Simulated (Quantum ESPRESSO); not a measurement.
# The valence band of H5C3 as photoemission sees it, part 4 of 14

Aim: the valence spectrum of H5C3 from He I to hard X-rays, and which orbitals make each feature.

Quantum ESPRESSO 7.5; DFT, LDA, plane waves, ultrasoft GBRV pseudopotentials, scalar-relativistic (the session's first sound run).

So far. Step 2 (The base run: self-consistent run): At this level the gap is 4.29 eV on the k-mesh of the self-consistent run, which can miss the band edges.

## Step 4: Projected DOS and spectra (continued)

Shapes are the site's partial DOS without matrix elements, which overweights lines from ligand s bands. Emission peaks, by row:

| line | energy (eV) | height (%) |
| --- | --- | --- |
| C K | -12.64 | 13.95 |
| C K | -9.145 | 24.65 |
| C K | -6.695 | 47.86 |
| C K | -4.345 | 88.25 |
| C K | -3.745 | 88.2 |
| C K | -1.895 | 100 |
| C K | -0.2449 | 51.83 |
| C K, E along x | -12.64 | 21.59 |
| C K, E along x | -9.445 | 37.47 |
| C K, E along x | -6.645 | 50.64 |
| C K, E along x | -4.395 | 113.1 |
| C K, E along x | -3.695 | 85.54 |
| C K, E along x | -1.895 | 133.9 |
| C K, E along y | -12.59 | 19.1 |
| C K, E along y | -9.095 | 31.02 |
| C K, E along y | -6.645 | 56.67 |
| C K, E along y | -4.195 | 113.8 |
| C K, E along y | -1.695 | 136.7 |
| C K, E along z | -8.995 | 11.16 |
| C K, E along z | -6.795 | 38.45 |
| C K, E along z | -4.945 | 96.88 |
| C K, E along z | -3.545 | 83.23 |
| C K, E along z | -2.095 | 99.38 |
| C K, E along z | -0.2449 | 147.7 |

Recipe: projected DOS times atomic cross section and asymmetry factor (linear light, 30° from the polarisation), occupied states only, a Lorentzian width of 0.05 eV growing by 0.05 eV per eV of binding energy, and a resolution of 0.6 eV. Curves are cut 10 eV under the photon energy, above any shell that the free atom's threshold puts out of reach, or at the lower edge of the window: 11.2 eV at 21.2 eV, 15.6 eV at 40.8 eV, 15.6 eV at 1486.7 eV, 15.6 eV at 5950 eV and 15.6 eV at 8047.8 eV. Matrix elements of the solid and inelastic losses aren't modelled, nor non-dipole terms, which matter above 3 keV.

Share of each shell in the spectrum's area (%), by photon energy:

| shell | 21.2 eV | 40.8 eV | 1486.7 eV | 5950 eV | 8047.8 eV |
| --- | --- | --- | --- | --- | --- |
| C 2s | 2.1 | 15.3 | 92.9 | 97.9 | 98.3 |
| C 2p | 74.1 | 72.8 | 5.7 | 1.3 | 1.0 |
| H 1s | 23.8 | 12.0 | 1.3 | 0.8 | 0.7 |

Cross sections used, in Mb an electron:

| shell | 21.2 eV | 40.8 eV | 1486.7 eV | 5950 eV | 8047.8 eV |
| --- | --- | --- | --- | --- | --- |
| C 2s | 0.58 | 0.56 | 3.1e-4 | 5.1e-6 | 2.0e-6 |
| C 2p | 2.7 | 0.84 | 9.8e-6 | 4.0e-8 | 1.2e-8 |
| H 1s | 1.9 | 0.29 | 3.0e-6 | 2.7e-8 | 9.6e-9 |

## Step 5: The base run: bands

The bands are solved at chosen points on the fixed potential.

bands.in

```
&control
  calculation = 'bands'
  prefix = 'pes'
  outdir = './tmp'
  pseudo_dir = './pp'
  verbosity = 'high'
/
&system
  ibrav = 0
  nat = 32
  ntyp = 2
  ecutwfc = 40.0
  ecutrho = 200.0
  occupations = 'smearing'
  nbnd = 74
  smearing = 'fd'
  degauss = 0.00367
/
&electrons
  conv_thr = 1.9e-07
  mixing_beta = 0.5
  electron_maxstep = 120
  diago_full_acc = .true.
/
ATOMIC_SPECIES
C 12.0110 c_lda_v1.2.uspp.F.UPF
H 1.0080 h_lda_v1.4.uspp.F.UPF
CELL_PARAMETERS angstrom
 6.338450000 0.000000000 0.000000000
 3.038824015 5.628896065 0.000000000
 2.452150157 0.255178670 7.080709641
ATOMIC_POSITIONS crystal
C 0.571000000 0.585800000 0.753600000
C 0.429000000 0.414200000 0.246400000
C 0.489800000 0.834800000 0.798000000
C 0.510200000 0.165200000 0.202000000
C 0.687900000 0.914600000 0.684800000
C 0.312100000 0.085400000 0.315200000
C 0.931200000 0.763900000 0.736400000
C 0.068800000 0.236100000 0.263600000
C 0.992300000 0.505800000 0.759200000
C 0.007700000 0.494200000 0.240800000
C 0.830400000 0.425300000 0.765900000
C 0.169600000 0.574700000 0.234100000
H 0.557100000 0.576300000 0.611600000
H 0.442900000 0.423700000 0.388400000
H 0.442800000 0.516100000 0.851800000
H 0.557200000 0.483900000 0.148200000
H 0.311600000 0.956400000 0.770500000
H 0.688400000 0.043600000 0.229500000
H 0.459100000 0.849200000 0.951800000
H 0.540900000 0.150800000 0.048200000
H 0.720200000 0.898400000 0.531800000
H 0.279800000 0.101600000 0.468200000
H 0.623800000 0.105600000 0.701500000
H 0.376200000 0.894400000 0.298500000
H 0.088500000 0.787000000 0.626700000
H 0.911500000 0.213000000 0.373300000
H 0.928500000 0.824400000 0.868000000
H 0.071500000 0.175600000 0.132000000
H 0.183000000 0.377600000 0.771400000
H 0.817000000 0.622400000 0.228600000
H 0.893600000 0.234800000 0.780200000
H 0.106400000 0.765200000 0.219800000
K_POINTS crystal
60
 0.00000000 0.00000000 0.00000000 1
 0.00000000 0.00000000 -0.06250000 1
 0.00000000 0.00000000 -0.12500000 1
 0.00000000 0.00000000 -0.18750000 1
 0.00000000 0.00000000 -0.25000000 1
 0.00000000 0.00000000 -0.31250000 1
 ! [... 52 more points ...]
 0.00000000 -0.43750000 -0.43750000 1
 0.00000000 -0.50000000 -0.50000000 1
```

The run is started by

```bash
$ OMP_NUM_THREADS=1 mpirun -n 4 pw.x -nk 4 -in bands.in > bands.out
```

The program printed:

```text
[banner, memory and clock lines left out]
Program PWSCF v.7.5 starts

          URL

     Atomic positions and unit cell read from directory:
     ./tmp/pes.save/

     Message from routine setup:
     using ibrav=0 with symmetry is DISCOURAGED, use correct ibrav instead

     G-vector sticks info

     bravais-lattice index     =            0
     lattice parameter (alat)  =      11.9779  a.u.
     unit-cell volume          =    1704.8245 (a.u.)^3
     number of atoms/cell      =           32
     number of atomic types    =            2
     number of electrons       =        68.00
     number of Kohn-Sham states=           74
     kinetic-energy cutoff     =      40.0000  Ry
     charge density cutoff     =     200.0000  Ry
     Exchange-correlation=  SLA  PZ   NOGX NOGC
                           (   1   1   0   0   0   0   0)

     celldm(1)=  11.977935  celldm(2)=   0.000000  celldm(3)=   0.000000
     celldm(4)=   0.000000  celldm(5)=   0.000000  celldm(6)=   0.000000

     crystal axes: (cart. coord. in units of alat)
               a(1) = (   1.000000   0.000000   0.000000 )
               a(2) = (   0.479427   0.888056   0.000000 )
               a(3) = (   0.386869   0.040259   1.117104 )

     reciprocal axes: (cart. coord. in units 2 pi/alat)
               b(1) = (  1.000000 -0.539861 -0.326858 )
               b(2) = (  0.000000  1.126056 -0.040581 )
               b(3) = (  0.000000  0.000000  0.895172 )

     PseudoPot. # 1 for C  read from file:
     ./pp/c_lda_v1.2.uspp.F.UPF
     Pseudo is Ultrasoft + core correction, Zval =  4.0
     Generated by new atomic code, or converted to UPF format
     Using radial grid of  721 points,  4 beta functions with:
                l(1) =   0
                l(2) =   0
                l(3) =   1
                l(4) =   1
     Q(r) pseudized with  8 coefficients,  rinner =    1.100   1.100   1.100

     PseudoPot. # 2 for H  read from file:
     ./pp/h_lda_v1.4.uspp.F.UPF
     Pseudo is Ultrasoft, Zval =  1.0
     Generated by new atomic code, or converted to UPF format
     Using radial grid of  615 points,  2 beta functions with:
                l(1) =   0
                l(2) =   0
     Q(r) pseudized with  8 coefficients,  rinner =    0.700

     atomic species   valence    mass     pseudopotential
     C                 4.00    12.01100     C ( 1.00)
     H                 1.00     1.00800     H ( 1.00)

      2 Sym. Ops., with inversion, found

                                    s                        frac. trans.

      isym =  1     identity

 cryst.   s( 1) = (     1          0          0      )
                  (     0          1          0      )
                  (     0          0          1      )

 cart.    s( 1) = (  1.0000000 -0.0000000  0.0000000 )
                  (  0.0000000  1.0000000 -0.0000000 )
                  (  0.0000000  0.0000000  1.0000000 )

      isym =  2     inversion

 cryst.   s( 2) = (    -1          0          0      )
                  (     0         -1          0      )
                  (     0          0         -1      )

 cart.    s( 2) = ( -1.0000000  0.0000000 -0.0000000 )
                  (  0.0000000 -1.0000000  0.0000000 )
                  (  0.0000000  0.0000000 -1.0000000 )

   Cartesian axes

     site n.     atom                  positions (alat units)
         1        C      tau(   1) = (   1.1433929   0.5505620   0.8418498  )
         2        C      tau(   2) = (   0.7229032   0.3777524   0.2752545  )
         3        C      tau(   3) = (   1.1987472   0.7734754   0.8914492  )
         4        C      tau(   4) = (   0.6675489   0.1548391   0.2256551  )
         5        C      tau(   5) = (   1.3913119   0.8397849   0.7649930  )
         6        C      tau(   6) = (   0.4749842   0.0885295   0.3521113  )
         7        C      tau(   7) = (   1.5823247   0.7080323   0.8226356  )
         8        C      tau(   8) = (   0.2839714   0.2202822   0.2944687  )
         9        C      tau(   9) = (   1.5285052   0.4797430   0.8481056  )
        10        C      tau(  10) = (   0.3377909   0.4485714   0.2689987  )
        11        C      tau(  11) = (   1.3306033   0.4085243   0.8555902  )
        12        C      tau(  12) = (   0.5356927   0.5197902   0.2615141  )
        13        H      tau(  13) = (   1.0700029   0.5364088   0.6832210  )
        14        H      tau(  14) = (   0.7962932   0.3919057   0.4338833  )
        15        H      tau(  15) = (   1.0197673   0.4926180   0.9515494  )
        16        H      tau(  16) = (   0.8465287   0.4356965   0.1655549  )
        17        H      tau(  17) = (   1.0682066   0.8803558   0.8607288  )
        18        H      tau(  18) = (   0.7980895   0.0479586   0.2563754  )
        19        H      tau(  19) = (   1.2344514   0.7924552   1.0632599  )
        20        H      tau(  20) = (   0.6318447   0.1358593   0.0538444  )
        21        H      tau(  21) = (   1.3566542   0.8192388   0.5940761  )
        22        H      tau(  22) = (   0.5096419   0.1090756   0.5230282  )
        23        H      tau(  23) = (   0.9458161   0.1220203   0.7836487  )
        24        H      tau(  24) = (   0.9204799   0.8062942   0.3334556  )
        25        H      tau(  25) = (   0.7082599   0.7241300   0.7000893  )
        26        H      tau(  26) = (   1.1580362   0.2041845   0.4170150  )
        27        H      tau(  27) = (   1.6595420   0.7670577   0.9696465  )
        28        H      tau(  28) = (   0.2067541   0.1612567   0.1474578  )
[...]
Crystallographic axes

     site n.     atom                  positions (cryst. coord.)
         1        C      tau(   1) = (  0.5710000  0.5858000  0.7536000  )
         2        C      tau(   2) = (  0.4290000  0.4142000  0.2464000  )
         3        C      tau(   3) = (  0.4898000  0.8348000  0.7980000  )
         4        C      tau(   4) = (  0.5102000  0.1652000  0.2020000  )
         5        C      tau(   5) = (  0.6879000  0.9146000  0.6848000  )
         6        C      tau(   6) = (  0.3121000  0.0854000  0.3152000  )
         7        C      tau(   7) = (  0.9312000  0.7639000  0.7364000  )
         8        C      tau(   8) = (  0.0688000  0.2361000  0.2636000  )
         9        C      tau(   9) = (  0.9923000  0.5058000  0.7592000  )
        10        C      tau(  10) = (  0.0077000  0.4942000  0.2408000  )
        11        C      tau(  11) = (  0.8304000  0.4253000  0.7659000  )
        12        C      tau(  12) = (  0.1696000  0.5747000  0.2341000  )
[...]
25        H      tau(  25) = (  0.0885000  0.7870000  0.6267000  )
        26        H      tau(  26) = (  0.9115000  0.2130000  0.3733000  )
[...]
Dynamical RAM for                 psi:      16.45 MB

     Dynamical RAM for                hpsi:      16.45 MB

     Dynamical RAM for                spsi:      16.45 MB

     Dynamical RAM for      wfcinit/wfcrot:      16.57 MB

     Dynamical RAM for           addusdens:      20.49 MB

     The potential is recalculated from file :
     ./tmp/pes.save/charge-density

     Starting wfcs are   68 randomized atomic wfcs +    6 random wfcs

     Band Structure Calculation
     Davidson diagonalization with overlap

     Computing kpt #:     1  of    15 on this pool

     Computing kpt #:     2  of    15 on this pool

     Computing kpt #:     3  of    15 on this pool

     Computing kpt #:     4  of    15 on this pool

     Computing kpt #:     5  of    15 on this pool

     Computing kpt #:     6  of    15 on this pool

     Computing kpt #:     7  of    15 on this pool

     Computing kpt #:     8  of    15 on this pool

     Computing kpt #:     9  of    15 on this pool

     Computing kpt #:    10  of    15 on this pool

     Computing kpt #:    11  of    15 on this pool

     Computing kpt #:    12  of    15 on this pool

     Computing kpt #:    13  of    15 on this pool

     Computing kpt #:    14  of    15 on this pool

     Computing kpt #:    15  of    15 on this pool

     ethr =  2.79E-10,  avg # of iterations = 56.5

     End of band structure calculation

          k = 0.0000 0.0000 0.0000 (  7287 PWs)   bands (ev):

   -15.2128 -14.9942 -12.5434 -12.4828 -12.4610 -12.3920  -9.4657  -9.4528
    -9.0482  -8.9394  -7.2437  -7.1062  -6.9690  -6.5953  -5.5096  -4.9880
    -4.7296  -4.6036  -4.1762  -4.1540  -3.8513  -3.6115  -3.5446  -3.3885
    -3.2371  -3.0442  -2.1011  -1.9125  -1.8210  -1.7712  -1.5742  -1.4808
    -0.2436  -0.1993   4.3713   4.8819   4.9146   5.6104   6.0660   6.6546
     6.7445   7.0072   7.1559   7.7111   7.7472   8.2050   8.2482   8.7863
     9.1517   9.2480   9.8331   9.9109  10.2231  10.4810  10.5970  10.6807
    10.8507  11.0292  11.2303  11.6414  11.7600  12.5026  12.7903  13.4552
    13.5409  13.5812  14.0573  14.1432  14.3456  14.8580  14.9577  15.0824
    15.4805  15.6120

          k = 0.0000 0.0000-0.0559 (  7290 PWs)   bands (ev):

   -15.2108 -14.9964 -12.5441 -12.4833 -12.4591 -12.3925  -9.4715  -9.4472
    -9.0472  -8.9404  -7.2454  -7.1167  -6.9530  -6.5948  -5.5092  -4.9967
    -4.7297  -4.5993  -4.1771  -4.1518  -3.8472  -3.6119  -3.5452  -3.3880
    -3.2372  -3.0482  -2.1022  -1.9119  -1.8270  -1.7661  -1.5743  -1.4829
    -0.2839  -0.1591   4.3756   4.8801   4.9175   5.5716   6.1024   6.6692
     6.7536   7.0073   7.1661   7.6684   7.7511   8.1547   8.3190   8.7722
     9.0834   9.3655   9.8069   9.9422  10.2226  10.3839  10.6408  10.6846
[...]
15.4729  15.5348

          k = 0.0000 0.0000-0.1119 (  7291 PWs)   bands (ev):

[...]
15.4624  15.4763

          k = 0.0000 0.0000-0.1678 (  7288 PWs)   bands (ev):

[...]
15.3585  15.5302

          k = 0.0000 0.0000-0.2238 (  7291 PWs)   bands (ev):

[...]
15.2816  15.5435

          k = 0.0000 0.0000-0.2797 (  7287 PWs)   bands (ev):

[...]
15.3127  15.5625

          k = 0.0000 0.0000-0.3357 (  7274 PWs)   bands (ev):

[...]
15.3972  15.6227

          k = 0.0000 0.0000-0.3916 (  7266 PWs)   bands (ev):

[...]
15.4909  15.6939

          k = 0.0000 0.0000-0.4476 (  7260 PWs)   bands (ev):

[...]
15.5544  15.6835

          k = 0.0000-0.5630 0.0203 (  7278 PWs)   bands (ev):

[...]
14.4502  14.8152

          k = 0.0000-0.4926 0.0178 (  7280 PWs)   bands (ev):

[...]
14.4190  14.7874

          k = 0.0000-0.4223 0.0152 (  7283 PWs)   bands (ev):

[...]
14.4343  14.7508

          k = 0.0000-0.3519 0.0127 (  7287 PWs)   bands (ev):

[...]
14.7450  14.7946

          k = 0.0000-0.2815 0.0101 (  7283 PWs)   bands (ev):

[...]
14.9044  15.0201

          k = 0.0000-0.2111 0.0076 (  7279 PWs)   bands (ev):

[...]
15.0928  15.1744

          k = 0.0000-0.1408 0.0051 (  7281 PWs)   bands (ev):

[...]
15.3389  15.3807

          k = 0.0000-0.0704 0.0025 (  7281 PWs)   bands (ev):

[...]
k = 0.0000 0.0000 0.0000 (  7287 PWs)   bands (ev):

[...]
k =-0.0625 0.0337 0.0204 (  7281 PWs)   bands (ev):

[...]
k =-0.1250 0.0675 0.0409 (  7279 PWs)   bands (ev):

[...]
k =-0.1875 0.1012 0.0613 (  7290 PWs)   bands (ev):

[...]
k =-0.2500 0.1350 0.0817 (  7284 PWs)   bands (ev):

[...]
k =-0.3125 0.1687 0.1021 (  7268 PWs)   bands (ev):

[...]
k =-0.3750 0.2024 0.1226 (  7265 PWs)   bands (ev):

[...]
k =-0.4375 0.2362 0.1430 (  7268 PWs)   bands (ev):

[...]
k =-0.5000 0.2699 0.1634 (  7280 PWs)   bands (ev):

[...]
k =-0.5000-0.2931-0.2639 (  7312 PWs)   bands (ev):

[...]
k =-0.4375-0.2565-0.2309 (  7300 PWs)   bands (ev):

[...]
k =-0.3750-0.2198-0.1979 (  7295 PWs)   bands (ev):

[...]
k =-0.3125-0.1832-0.1649 (  7278 PWs)   bands (ev):

[...]
k =-0.2500-0.1465-0.1319 (  7265 PWs)   bands (ev):

[...]
k =-0.1875-0.1099-0.0989 (  7277 PWs)   bands (ev):

[...]
k =-0.1250-0.0733-0.0660 (  7286 PWs)   bands (ev):

[...]
k =-0.0625-0.0366-0.0330 (  7286 PWs)   bands (ev):

[...]
k = 0.0000 0.0000 0.0000 (  7287 PWs)   bands (ev):

[...]
k =-0.0625-0.0366 0.0230 (  7286 PWs)   bands (ev):

[...]
k =-0.1250-0.0733 0.0459 (  7289 PWs)   bands (ev):

[...]
k =-0.1875-0.1099 0.0689 (  7295 PWs)   bands (ev):

[...]
k =-0.2500-0.1465 0.0919 (  7290 PWs)   bands (ev):

[...]
k =-0.3125-0.1832 0.1148 (  7287 PWs)   bands (ev):

[...]
k =-0.3750-0.2198 0.1378 (  7294 PWs)   bands (ev):

[...]
k =-0.4375-0.2565 0.1608 (  7294 PWs)   bands (ev):

[...]
14.8331  15.0196

          k =-0.5000-0.2931 0.1837 (  7298 PWs)   bands (ev):

[...]
14.7959  14.9761

          k =-0.5000 0.2699-0.2842 (  7298 PWs)   bands (ev):

[...]
14.3344  14.6832

          k =-0.4375 0.2362-0.2486 (  7285 PWs)   bands (ev):

[...]
14.3842  14.7598

          k =-0.3750 0.2024-0.2131 (  7296 PWs)   bands (ev):

[...]
14.5584  14.9213

          k =-0.3125 0.1687-0.1776 (  7289 PWs)   bands (ev):

[...]
14.8083  14.9027

          k =-0.2500 0.1350-0.1421 (  7285 PWs)   bands (ev):

[...]
14.8334  15.1913

          k =-0.1875 0.1012-0.1066 (  7292 PWs)   bands (ev):

[...]
14.9362  15.3451

          k =-0.1250 0.0675-0.0710 (  7295 PWs)   bands (ev):

   -15.1973 -14.9929 -12.5663 -12.5114 -12.4691 -12.4032  -9.4635  -9.4015
    -9.0600  -8.9373  -7.2125  -7.0688  -6.8947  -6.5717  -5.4496  -4.9736
    -4.7443  -4.6242  -4.2104  -4.1641  -3.8317  -3.6986  -3.6281  -3.4170
    -3.2996  -3.0636  -2.1167  -1.9196  -1.8135  -1.7804  -1.5795  -1.5109
    -0.2451  -0.1735   4.4589   4.7729   5.0279   5.6161   6.1986   6.5869
     6.8327   7.0534   7.2907   7.6987   7.9158   8.0685   8.4030   8.7631
     9.0864   9.4319   9.6134  10.0122  10.1748  10.3319  10.6446  10.7967
    10.8689  11.0186  11.3817  11.4703  11.8701  12.4633  13.1207  13.2127
[... further rows ...]
```

Wall time 3.2 min (4 MPI ranks of Arm Neoverse V1, shared host); 13 min of CPU time.

Numbers from this step:

- gap on the path: 4.289 eV
- least direct gap on the path: 4.448 eV
- valence top on path: 2.00e-4 eV

The electronic bands at the labelled points (eV, zero at the valence-band maximum; v1 is the highest filled band, c1 the lowest empty one):

| point | v4 | v3 | v2 | v1 | c1 | c2 | c3 | c4 |
| --- | --- | --- | --- | --- | --- | --- | --- | --- |
| Γ | -1.66 | -1.56 | -0.33 | -0.28 | 4.29 | 4.80 | 4.83 | 5.53 |
| X | -1.64 | -1.63 | -0.61 | 0.00 | 4.54 | 4.58 | 4.92 | 5.09 |
| jump to Y | -1.74 | -1.73 | -0.38 | -0.33 | 4.77 | 4.79 | 5.60 | 5.84 |
| Γ | -1.66 | -1.56 | -0.33 | -0.28 | 4.29 | 4.80 | 4.83 | 5.53 |
| Z | -1.78 | -1.64 | -0.43 | -0.01 | 4.46 | 4.94 | 5.50 | 5.81 |
| jump to R | -1.63 | -1.56 | -0.33 | -0.26 | 4.75 | 4.93 | 5.38 | 5.69 |
| Γ | -1.66 | -1.56 | -0.33 | -0.28 | 4.29 | 4.80 | 4.83 | 5.53 |
| T | -1.61 | -1.55 | -0.41 | -0.13 | 4.64 | 5.22 | 5.67 | 5.68 |
| jump to U | -1.75 | -1.69 | -0.24 | -0.16 | 4.50 | 4.67 | 5.72 | 5.79 |
| Γ | -1.66 | -1.56 | -0.33 | -0.28 | 4.29 | 4.80 | 4.83 | 5.53 |
| V | -1.78 | -1.69 | -0.58 | -0.07 | 4.84 | 5.04 | 5.59 | 5.90 |

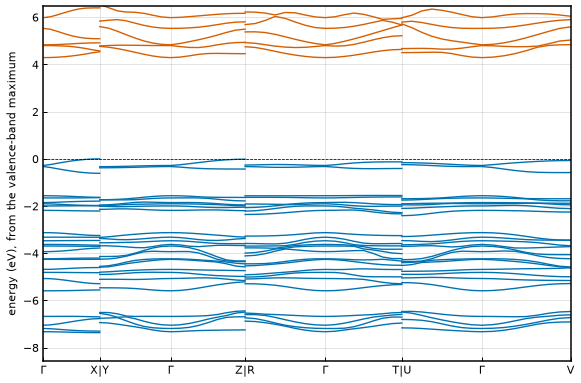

Electronic bands along the path; lines of filled and empty bands in two colours.

At this level the gap is 4.29 eV on the path.

On this path the gap is indirect, 4.29 eV, with the valence top at X and the conduction bottom at Γ. The least direct gap is 4.45 eV.

(Part 4 of 14 ends here.)

[Logs are printed without paths, hosts, clocks, repeated set-up lines and the standing remarks that a program may print on its own settings, such as how far it seeks lower states.]

[Hosts, paths, dates, database ids (printed as entryN), source tags and the programs' standing remarks are cut or masked in the printed files.]

[Maps of the electrostatic potential energy from Ansatz leave out the sawtooth potential of an applied field or a dipole correction, so their vacuum need not be flat; work functions include it.]

[Peak lists hold at most the 14 tallest peaks of each spectrum; further lines can be left out.]
